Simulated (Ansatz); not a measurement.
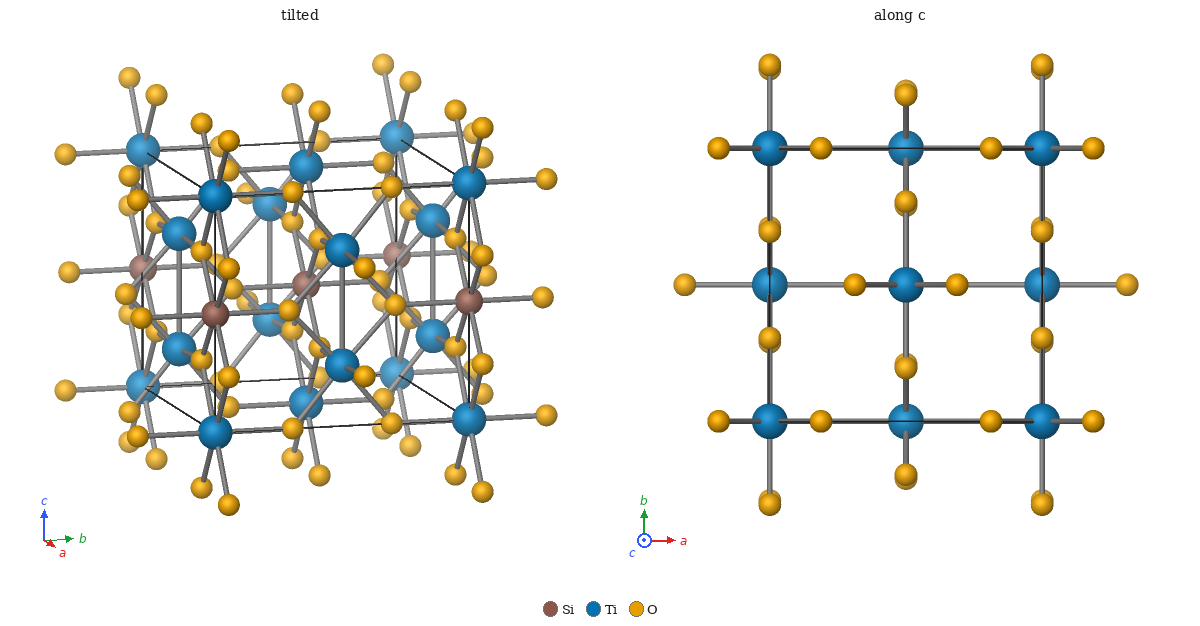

Figure: ball-and-stick view slightly off an axis and along the c axis. The box is the conventional unit cell; atoms on or close to its faces, edges and corners are drawn wherever they repeat. Some atoms of the next cells are drawn as well.

Ti3SiO8, space group Cmmm (No. 65), a = 6.341 Å, b = 6.357 Å, c = 5.787 Å, α = 90.00°, β = 90.00°, γ = 90.00°. Starting structure: a structure type filled with these elements by a generator (whether the compound takes this form wasn't checked). Earlier steps of the study, as a rule a relaxation of our own, may have changed the cell and positions, so they can lie some per cent off the listed ones. It went into a calculation with Ansatz.

This one geometry was computed with Ansatz (DFT, plane waves, PAW) at four levels of theory: PBE, PBE0, HSE06 and r2SCAN. It was relaxed beforehand with r2SCAN.

Which level gives the highest pressure at this volume, and what does that say about its equilibrium volume?

Answer. Highest: PBE (6.1 GPa), which points to the largest equilibrium volume. Lowest, with the smallest volume: PBE0 (-2.8 GPa) and HSE06 (-2.7 GPa). Levels within 0.5 GPa of each other can't be told apart.

How does the band gap change with the level of theory?

Answer. PBE: a gap of 1.61 eV, direct; r2SCAN: a gap of 1.97 eV, direct; HSE06: a gap of 3.15 eV, direct; PBE0: a gap of 3.92 eV, direct.

Collect the results in a table.

Answer.
| level | cutoff (eV) | k-mesh of the run's cell | gap (eV) | pressure (GPa) |
| --- | --- | --- | --- | --- |
| PBE | 420 | 6×6×4 | 1.61 | 6.1 |
| PBE0 | 420 | 4×4×4 | 3.92 | -2.8 |
| HSE06 | 420 | 4×4×4 | 3.15 | -2.7 |
| r2SCAN | 500 | 6×6×4 | 1.97 | 0.0 |

Gaps are taken on the k-mesh or band path of each run.
